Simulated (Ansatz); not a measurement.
**NBrO (nitrosyl bromide): levels of theory compared**

Aim: a comparison of 6 runs (UHF/STO-3G, PBE/STO-3G, UB3LYP/STO-3G, UPBE0/STO-3G, revPBE/STO-3G, CCSDT/STO-3G) of NBrO (nitrosyl bromide). 

Program for the calculation: Ansatz 0.2.0.

69 further runs of the same task are left out: 10 that didn't finish, 59 set aside as unsound or not needed.

### 1 The molecule

The species is NBrO (3 atoms), meant as a singlet with charge 0. SMILES: `O=NBr`. The Br3–N2 distance was set to 2.646 Å, away from the relaxed value.

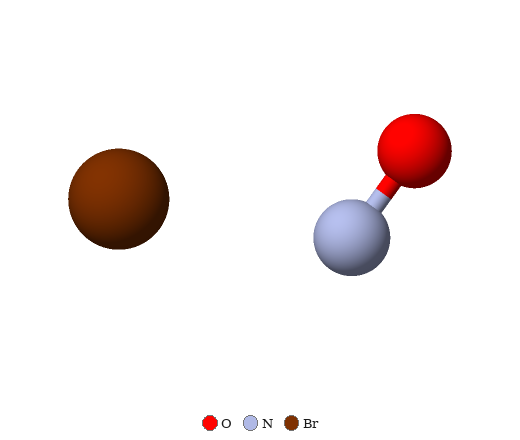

The structure, seen from a chosen angle (oxygen red, nitrogen light blue, bromine brown).

### 2 A single-point energy at UHF/STO-3G (run 1)

The input, run.yaml:

```yaml
crystal:
  periodic: [false, false, false]
  atoms:
    - {symbol: O, position_ang: [1.154751, -1.126730, 0.514194]}
    - {symbol: N, position_ang: [0.168031, -1.116410, -0.027266]}
    - {symbol: Br, position_ang: [-0.896840, 1.283280, -0.355590]}
basis:
  gaussian:
    orbitals: STO-3G
magnetization:
  spin_polarized: true
hamiltonian:
  xc: hf
accuracy: high
```

The run is started by

```
ansatz run run.yaml --threads 1 --pin off --max-ram 3480MiB --events-out events.jsonl --progress --plain --runs-dir runs
```

Standard output:

```text
Warning: RAYON_NUM_THREADS=1 ignored (pool sized by the plan → 1); use --threads N
Functional definition: HF
  name "HF"
  exchange = exact_x
  correlation = 0
378 factors; integrals over basis functions are off by at most 6.8e-8 eV
mean field evaluation 1: about -72707.0258 eV, gradient 8.1e0 eV
mean field evaluation 2: about -72707.0770 eV, gradient 8.2e0 eV
mean field evaluation 4: about -72710.3212 eV, gradient 3.4e0 eV
mean field evaluation 8: about -72710.8251 eV, gradient 3.7e-1 eV
mean field evaluation 16: about -72710.8279 eV, gradient 1.0e-1 eV
mean field evaluation 32: about -72710.8176 eV, gradient 2.7e-8 eV
mean field evaluation 64: about -72713.0379 eV, gradient 5.1e-1 eV
mean field evaluation 96: about -72713.0686 eV, gradient 8.6e-1 eV
mean field evaluation 128: about -72713.1349 eV, gradient 2.0e-1 eV
mean field evaluation 160: about -72712.8400 eV, gradient 2.4e-1 eV
mean field evaluation 192: about -72712.7018 eV, gradient 3.3e0 eV
mean field evaluation 224: about -72713.0298 eV, gradient 1.1e-1 eV
mean field evaluation 256: about -72713.1263 eV, gradient 2.6e-1 eV
mean field evaluation 288: about -72710.8174 eV, gradient 1.7e-1 eV
mean field -72713.15020412 eV, -2672.1589832580 hartree, gradient 1.5e-8 eV, S^2 1.013461; 11 other end points of the search recorded, 0 dependent functions left out
reference -72713.15020412 eV, -2672.1589832580 hartree; 25, 25 occupied and 3, 3 virtual orbitals, 378 factors
Total energy: -72713.15020412 eV, -2672.1589832580 hartree
```

It took 2.6 s on 1 thread of Intel Xeon Platinum 8375C at 2.90GHz (Ice Lake), shared host.

### 3 A single-point energy at PBE/STO-3G (run 2)

Edit run.yaml of step 2 so:

```diff
@@ -7,8 +7,4 @@
 basis:
-  gaussian:
-    orbitals: STO-3G
-magnetization:
-  spin_polarized: true
-hamiltonian:
-  xc: hf
+  gaussian: {orbitals: STO-3G}
+hamiltonian: {xc: {name: PBE}}
 accuracy: high
```

The run is started by

```
ansatz run run.yaml --threads 1 --pin off --max-ram 3480MiB --events-out events.jsonl --progress --plain --runs-dir runs
```

Standard output:

```text
Warning: RAYON_NUM_THREADS=1 ignored (pool sized by the plan → 1); use --threads N
Functional definition: PBE
  name "PBE"
  parameter kappa = 0.804
  parameter beta = 0.06672455060314922
  exchange = pbe_x(kappa = kappa, mu = beta*pi^2/3)
  correlation = pbe_c(beta = beta)
378 factors; integrals over basis functions are off by at most 6.8e-8 eV
mean field evaluation 1: about -72743.8125 eV, gradient 2.6e1 eV
mean field evaluation 2: about -72652.9045 eV, gradient 4.6e1 eV
mean field evaluation 4: about -72691.4242 eV, gradient 8.6e1 eV
mean field evaluation 8: about -72750.7853 eV, gradient 1.5e-1 eV
mean field evaluation 16: about -72719.9098 eV, gradient 5.5e1 eV
mean field evaluation 32: about -72741.4033 eV, gradient 5.6e-3 eV
mean field evaluation 64: about -72745.3732 eV, gradient 2.0e1 eV
mean field -72750.74187948 eV, -2673.5404518468 hartree, gradient 1.4e-8 eV, S^2 0.000000; 4 other end points of the search recorded, 0 dependent functions left out
reference -72750.74188063 eV, -2673.5404518892 hartree; 25, 25 occupied and 3, 3 virtual orbitals, 378 factors
Total energy: -72750.74188063 eV, -2673.5404518892 hartree
```

Wall time 2.2 s (1 thread of Intel Xeon Platinum 8375C at 2.90GHz (Ice Lake), shared host); peak memory 0.11 GiB.

### 4 A single-point energy at UB3LYP/STO-3G (run 3)

The input, job.yaml:

```yaml
crystal:
  periodic: [false, false, false]
  atoms:
    - {symbol: O, position_ang: [1.154751, -1.126730, 0.514194]}
    - {symbol: "N", position_ang: [0.168031, -1.116410, -0.027266]}
    - {symbol: Br, position_ang: [-0.896840, 1.283280, -0.355590]}
basis:
  gaussian: {orbitals: STO-3G}
total_charge: 0
magnetization: {spin_polarized: true}
hamiltonian: {xc: {name: B3LYP}}
accuracy: high
```

The run is started by

```
ansatz run job.yaml --threads 1 --pin off --max-ram 3480MiB --events-out events.jsonl --progress --plain --runs-dir runs
```

Standard output:

```text
Warning: RAYON_NUM_THREADS=1 ignored (pool sized by the plan → 1); use --threads N
Functional definition: B3LYP
  name "B3LYP"
  parameter a0 = 0.2
  parameter ax = 0.72
  parameter ac = 0.81
  exchange = (1 - a0 - ax)*slater_x + ax*b88_x + a0*exact_x
  correlation = (1 - ac)*vwn_rpa_c + ac*lyp_c
378 factors; integrals over basis functions are off by at most 6.8e-8 eV
mean field evaluation 1: about -72759.1209 eV, gradient 1.3e1 eV
mean field evaluation 2: about -72672.1781 eV, gradient 3.0e1 eV
mean field evaluation 4: about -72761.9734 eV, gradient 1.1e1 eV
mean field evaluation 8: about -72761.9417 eV, gradient 1.1e1 eV
mean field evaluation 16: about -72764.9761 eV, gradient 3.6e-6 eV
mean field evaluation 32: about -72765.1013 eV, gradient 4.2e-2 eV
mean field evaluation 64: about -72764.9147 eV, gradient 1.6e0 eV
mean field -72765.10133541 eV, -2674.0681521193 hartree, gradient 2.6e-8 eV, S^2 0.450736; 8 other end points of the search recorded, 0 dependent functions left out
reference -72765.10135723 eV, -2674.0681529212 hartree; 25, 25 occupied and 3, 3 virtual orbitals, 378 factors
Total energy: -72765.10135723 eV, -2674.0681529212 hartree
```

It took 7.5 s on 1 thread of Intel Xeon Platinum 8375C at 2.90GHz (Ice Lake), shared host; peak memory 0.15 GiB.

Runs 4 to 5 aren't shown in full; the table further down has their settings and results.

### 5 The energy at CCSDT/STO-3G (run 6)

The input, in.yaml:

```yaml
crystal:
  periodic: [false, false, false]
  atoms:
    - {symbol: O, position_ang: [1.154751, -1.126730, 0.514194]}
    - {symbol: "N", position_ang: [0.168031, -1.116410, -0.027266]}
    - {symbol: Br, position_ang: [-0.896840, 1.283280, -0.355590]}
basis:
  gaussian:
    orbitals: STO-3G
accuracy: high
correlation:
  method: ccsdt
  frozen_orbitals: {Br: 9, "N": 1, O: 1}
scf:
  omitted_lower_state_checks: [cluster_reference, increment]
```

The run is started by

```
ansatz run in.yaml --threads 1 --pin off --max-ram 3480MiB --events-out events.jsonl --progress --plain --runs-dir runs
```

Standard output:

```text
Warning: RAYON_NUM_THREADS=1 ignored (pool sized by the plan → 1); use --threads N
[... 13 lines left out ...]
11 core orbitals not correlated: weight in the atoms' cores, before any rotation towards them, 1.000 or more for the frozen orbitals, at most 0.000 for the correlated occupied ones
[... 48 lines left out ...]
WARN: these amplitudes may be one of several solutions (largest doubles amplitude 0.52, level shift 5.16 eV)
Total energy: -72716.93864998 eV, -2672.2982060756 hartree
Checks for a lower state left out: cluster_reference, increment
```

It took 2.3 s on 1 thread of Intel Xeon Platinum 8375C at 2.90GHz (Ice Lake), shared host.

### 6 Overview of the runs

| run | level | frozen core orbitals | energy (Eh) | wall time |
| --- | --- | --- | --- | --- |
| 1 | UHF/STO-3G | – | -2672.158983 | 2.6 s |
| 2 | PBE/STO-3G | – | -2673.540452 | 2.2 s |
| 3 | UB3LYP/STO-3G | – | -2674.068153 | 7.5 s |
| 4 | UPBE0/STO-3G | – | -2673.751546 | 6.6 s |
| 5 | revPBE/STO-3G | – | -2673.862839 | 2.2 s |
| 6 | CCSDT/STO-3G | 11 | -2672.298206 | 2.3 s |

### 7 Outcome

| quantity | value |
| --- | --- |
| run 6: total energy | -2672.29821 Eh |
| run 6: correlation energy (11 core orbitals frozen) | -224.9 mEh |
| run 6: T1 diagnostic | 0.023 |

**Reading.** Totals of different functionals can't be ranked against each other. In run 6 the log says that unrestricted orbitals would lower the reference, so the values rest on an unstable closed-shell determinant (other closed-shell runs at this shape may share the fault). In runs 1, 2, 3, 4, 5, 6 the basis is minimal, so the values are rough. Spin contamination of the reference: run 1 ⟨S²⟩ = 1.01, run 4 ⟨S²⟩ = 0.53, run 3 ⟨S²⟩ = 0.45. Where it is this large, the reference is a mixture of spin states, and values that rest on it are in doubt. All runs together took 23 s, the longest 7.5 s.
